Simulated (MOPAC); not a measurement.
## Excited-state calculation, with input and output: CH6BrClSi2 (part 2 of 2)

CH6BrClSi2, SMILES C[Si]([SiH3])(Cl)Br; INDO/S, RHF (MOPAC 23.2.5). The geometry was optimised with PM6.

Geometry of the input (Å):
```
C  0.0000  0.0000  0.0000
Si 1.8508  0.0000  0.0000
Si 2.6466  1.9725  0.0000
Cl 2.4531  -0.9997  -1.7227
Br 2.5514  -0.9780  1.8752
H  -0.4063  -1.0269  0.0217
H  -0.4339  0.5224  0.8705
H  -0.4146  0.4756  -0.9068
H  2.1205  2.6933  1.2121
H  2.2210  2.7504  -1.2136
H  4.1481  1.9829  0.0604
```

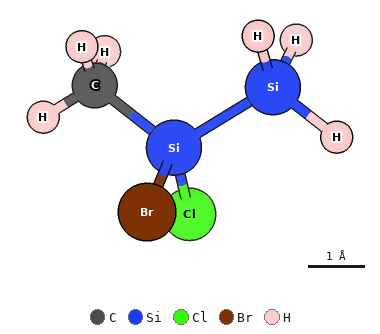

Figure 1. The structure as given in the input (ball-and-stick view, seen at a tilt).

What the program printed, continued
```
   1      0.000      0.  1  1  4.2220 0.000000 0  0 (    )->(       )
   2      3.759  30317.  1  1  5.9995 0.008493 1  1 (  16)->(  17   )
   3      3.778  30475.  1  1  7.0670 0.002487 1  1 (  15)->(  17   )
   4      5.251  42355.  1  1  2.8141 0.277132 1  1 (  14)->(  17   )
   5      7.510  60576.  1  1  9.6340 0.025652 1  1 (  16)->(  18   )
   6      7.612  61396.  1  1 11.0102 0.004661 1  1 (  15)->(  18   )
   7      7.662  61795.  1  1  8.7345 0.051254 1  1 (  16)->(  19   )
   8      7.857  63369.  1  1 10.0886 0.037326 1  1 (  15)->(  19   )
   9      7.881  63568.  1  1  3.4230 0.176319 1  1 (  14)->(  19   )
  10      8.301  66954.  1  1  6.4574 0.157063 1  1 (  14)->(  18   )

 Depression of ground-state after CI=          0. cm**-1 Energy= -2713.8834601 eV
 Dipole moment= -2.466990  3.399290 -0.428917 tot=  4.221988 Debyes

  CI trans.  energy frequency wavelength oscillator--------- polarization---------  dipole  ------ components-----
 st.  symm.    eV      cm - 1       nm      strength       x          y         z       moment     x       y       z

   2      3.5739480    28826.    346.91  0.001101   0.881499  -0.432001  -0.190616  5.572061  -0.981   1.305   5.327
   3      3.6298461    29277.    341.57  0.000707   0.266536   0.319849   0.909206  5.787829  -0.840   0.849   5.663
   4      5.1190231    41288.    242.20  0.157918   0.242908  -0.518832   0.819640  3.456383  -1.806   2.597   1.394
   5      7.2903278    58801.    170.07  0.025661   0.380162   0.218301   0.898789  9.270267  -0.407  -1.447   9.148
   6      7.4189112    59838.    167.12  0.024697  -0.283409   0.556302   0.781158  9.898039  -0.355  -2.351   9.608
   7      7.8930672    63662.    157.08  0.284645  -0.125643   0.536326  -0.834607  4.629449  -2.176  -3.052   2.717
   8      8.1021612    65349.    153.03  0.124233   0.449719  -0.304197   0.839772  6.892585  -1.709  -3.981   5.361
   9      8.2029839    66162.    151.14  0.045372  -0.095945   0.282394  -0.954488 11.482902  -2.160  -7.300   8.597
  10      8.3817560    67604.    147.92  0.145210  -0.357432  -0.041195  -0.933030  7.812905  -3.032  -6.817   2.318

 Polarizability (au  ) xx=    2.79 xy=   -3.05 yy=    7.45 xz=    7.13 yz=  -10.84 zz=   25.97
 Polarizability (A**3) xx=    0.41 xy=   -0.45 yy=    1.10 xz=    1.06 yz=   -1.61 zz=    3.85

 Major CI contributions to CI states

State    1  0.0000     CI coeff  CI percent
    Config       1   1.00000000  1.00000000
 Total coeff printed             1.00000000

State    2  3.5739     CI coeff  CI percent
    Config       2  -0.93944100  0.88254940
    Config       3  -0.22731163  0.05167058
    Config       4  -0.16935640  0.02868159
    Config       5  -0.15313179  0.02344935
    Config       7  -0.09795605  0.00959539
 Total coeff printed             0.99594630

State    3  3.6298     CI coeff  CI percent
    Config       2   0.22413560  0.05023677
    Config       3  -0.95314552  0.90848639
    Config       6  -0.15792766  0.02494115
    Config       8  -0.11357660  0.01289964
 Total coeff printed             0.99656395

State    4  5.1190     CI coeff  CI percent
    Config       2  -0.18069714  0.03265146
    Config       4   0.95124669  0.90487027
    Config       5   0.05216091  0.00272076
    Config       7   0.10805921  0.01167679
    Config       9  -0.20172616  0.04069344
    Config      10  -0.07800224  0.00608435
 Total coeff printed             0.99869707

State    5  7.2903     CI coeff  CI percent
    Config       2   0.16534789  0.02733993
    Config       3   0.04938290  0.00243867
    Config       4   0.10966622  0.01202668
    Config       5  -0.71143590  0.50614103
    Config       6  -0.18832886  0.03546776
    Config       7  -0.60921805  0.37114663
    Config       8  -0.17491058  0.03059371
    Config       9  -0.05556492  0.00308746
    Config      10  -0.10843491  0.01175813
 Total coeff printed             1.00000000

State    6  7.4189     CI coeff  CI percent
    Config       2   0.05301866  0.00281098
    Config       3  -0.18955532  0.03593122
    Config       5  -0.21530060  0.04635435
    Config       6   0.73413779  0.53895830
    Config       7  -0.10241174  0.01048816
    Config       8   0.57154802  0.32666714
    Config       9  -0.16304208  0.02658272
    Config      10  -0.10816256  0.01169914
 Total coeff printed             0.99949201

State    7  7.8931     CI coeff  CI percent
    Config       2   0.06144213  0.00377514
    Config       4  -0.18161216  0.03298298
    Config       5  -0.38162315  0.14563623
    Config       6  -0.19179159  0.03678401
    Config       7   0.55651150  0.30970506
    Config       9  -0.68457006  0.46863617
 Total coeff printed             0.99751958

State    8  8.1022     CI coeff  CI percent
    Config       4   0.11490382  0.01320289
    Config       5  -0.51062587  0.26073878
    Config       6   0.20566677  0.04229882
    Config       7   0.48188706  0.23221514
    Config       8  -0.15496279  0.02401347
    Config       9   0.56640573  0.32081546
    Config      10   0.32575400  0.10611567
 Total coeff printed             0.99940022

State    9  8.2030     CI coeff  CI percent
    Config       4  -0.06388632  0.00408146
    Config       5   0.10729489  0.01151219
    Config       6   0.56108862  0.31482044
    Config       7  -0.08057972  0.00649309
    Config       8  -0.75798359  0.57453913
    Config       9  -0.28383978  0.08056502
    Config      10   0.08896676  0.00791508
 Total coeff printed             0.99992642

State   10  8.3818     CI coeff  CI percent
    Config       4  -0.04866239  0.00236803
    Config       5  -0.04564237  0.00208323
    Config       6   0.07139836  0.00509773
    Config       7   0.21903602  0.04797678
    Config       8  -0.17169394  0.02947881
    Config       9   0.24179355  0.05846412
    Config      10  -0.92423598  0.85421215
 Total coeff printed             0.99968083

 -------------------------------------------------------------------------------
 INDO WRTCI=20 MAXCI=300 CIS 1SCF C.I.=6 AUX(PRECISION=9) THREADS=1
 CH6BrClSi2 excited
 C[Si]([SiH3])(Cl)Br

     1SCF WAS SPECIFIED, SO BFGS WAS NOT USED
     SCF FIELD WAS ACHIEVED

                              INDO CALCULATION

          COSMO AREA              =        164.88 SQUARE ANGSTROMS
          COSMO VOLUME            =        171.54 CUBIC ANGSTROMS

          IONIZATION POTENTIAL    =         10.775238 EV
          HOMO LUMO ENERGIES (EV) =        -10.775 -2.605
          NO. OF FILLED LEVELS    =         16
          MOLECULAR WEIGHT        =        189.5864         POINT GROUP:  C1

          MOLECULAR DIMENSIONS (Angstroms)

            Atom       Atom       Distance
            H    11    H     6     5.45919
            H    10   Br     5     4.52315
           Cl     4    H     9     4.36541

          SCF CALCULATIONS        =          1

          WALL-CLOCK TIME         =      0.016 SECONDS
          COMPUTATION TIME        =      0.015 SECONDS

   ATOM   CHEMICAL          X               Y               Z
  NUMBER   SYMBOL      (ANGSTROMS)     (ANGSTROMS)     (ANGSTROMS)

     1       C          0.00000000  *   0.00000000  *   0.00000000  *
     2      Si          1.85079500  *   0.00000000  *   0.00000000  *
     3      Si          2.64662900  *   1.97253600  *   0.00000000  *
     4      Cl          2.45305000  *  -0.99965200  *  -1.72271900  *
     5      Br          2.55138500  *  -0.97795600  *   1.87515800  *
     6       H         -0.40629300  *  -1.02687800  *   0.02174800  *
     7       H         -0.43390100  *   0.52238900  *   0.87052500  *
     8       H         -0.41464500  *   0.47559500  *  -0.90681500  *
     9       H          2.12053100  *   2.69329300  *   1.21212800  *
    10       H          2.22105000  *   2.75036900  *  -1.21355300  *
    11       H          4.14811300  *   1.98289000  *   0.06038100  *

                             CARTESIAN COORDINATES

   1    C        0.000000000     0.000000000     0.000000000
   2   Si        1.850795000     0.000000000     0.000000000
   3   Si        2.646629000     1.972536000     0.000000000
   4   Cl        2.453050000    -0.999652000    -1.722719000
   5   Br        2.551385000    -0.977956000     1.875158000
   6    H       -0.406293000    -1.026878000     0.021748000
   7    H       -0.433901000     0.522389000     0.870525000
   8    H       -0.414645000     0.475595000    -0.906815000
   9    H        2.120531000     2.693293000     1.212128000
  10    H        2.221050000     2.750369000    -1.213553000
  11    H        4.148113000     1.982890000     0.060381000

           Empirical Formula: C H6 Si2 Cl Br  =    11 atoms

      MOLECULAR POINT GROUP   :   C1

                  EIGENVALUES
 -33.09513 -25.66626 -23.81836 -22.78337 -17.32728 -16.77113 -16.64304 -14.81126
 -14.47431 -13.17182 -12.55702 -12.26274 -11.72439 -11.28417 -10.88459 -10.77524
  -2.60515   0.39537   0.82106   2.74956   3.29477   3.37518   3.67298   6.24636
   6.47432   6.49618

              NET ATOMIC CHARGES AND DIPOLE CONTRIBUTIONS

  ATOM NO.   TYPE          CHARGE      No. of ELECS.   s-Pop       p-Pop
    1          C          -0.051362        4.0514     1.06559     2.98577
    2         Si           0.484245        3.5158     1.24049     2.27527
    3         Si           0.233934        3.7661     1.15547     2.61059
    4         Cl          -0.288814        7.2888     1.94724     5.34157
    5         Br          -0.303032        7.3030     1.96743     5.33560
    6          H           0.022173        0.9778     0.97783
    7          H           0.019366        0.9806     0.98063
    8          H           0.021697        0.9783     0.97830
    9          H          -0.051448        1.0514     1.05145
   10          H          -0.045167        1.0452     1.04517
   11          H          -0.041593        1.0416     1.04159
 DIPOLE           X         Y         Z       TOTAL
 POINT-CHG.    -1.799     3.357    -0.399     3.830
 HYBRID        -0.668     0.042    -0.030     0.670
 SUM           -2.467     3.399    -0.429     4.222

          ATOMIC ORBITAL ELECTRON POPULATIONS

     Atom    s        px        py        pz
    1  C   1.06559   0.98747   1.00405   0.99425
    2 Si   1.24049   0.88656   0.79007   0.59864
    3 Si   1.15547   0.87948   0.85721   0.87391
    4 Cl   1.94724   1.94927   1.86802   1.52428
    5 Br   1.96743   1.93712   1.89103   1.50745
    6  H   0.97783
    7  H   0.98063
    8  H   0.97830
    9  H   1.05145
   10  H   1.04517
   11  H   1.04159

 *                    *
 * JOB ENDED NORMALLY *
 *                    *

 TOTAL JOB TIME:             0.02 SECONDS

 == MOPAC DONE ==
```

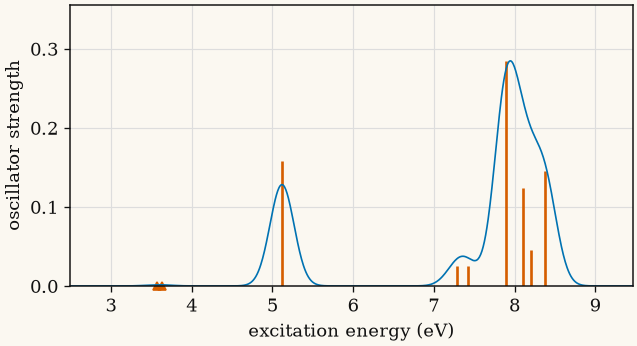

Figure 2. Computed excitations as sticks (degenerate states added up, dark ones marked on the axis), with a Gaussian envelope of 0.35 eV full width at half maximum, scaled to the tallest. Of the 9 states the lowest lies at 3.57 eV (f = 0.001); the strongest line is at 7.89 eV, or 157 nm (f = 0.285).

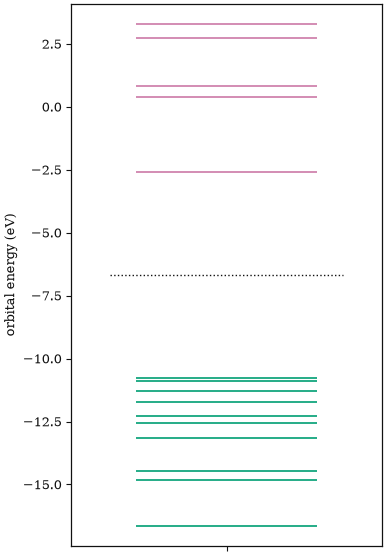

Figure 3. Orbital energies near the frontier; the dotted line parts filled from empty levels, and levels within 0.02 eV of each other stand side by side. Highest filled −10.78 eV, lowest empty −2.61 eV, 8.17 eV apart.

Results in brief

```csv
quantity,value
outcome,converged
basis functions,26
HOMO,−10.78 eV
LUMO,−2.60 eV
dipole moment,4.22 D
lowest excitation,3.57 eV
hardware,"1 thread of Arm Neoverse N1, 98 GiB of memory available, shared host"
peak memory,0.12 GiB
```

Remarks

MOPAC's energies along a path are heats of formation.
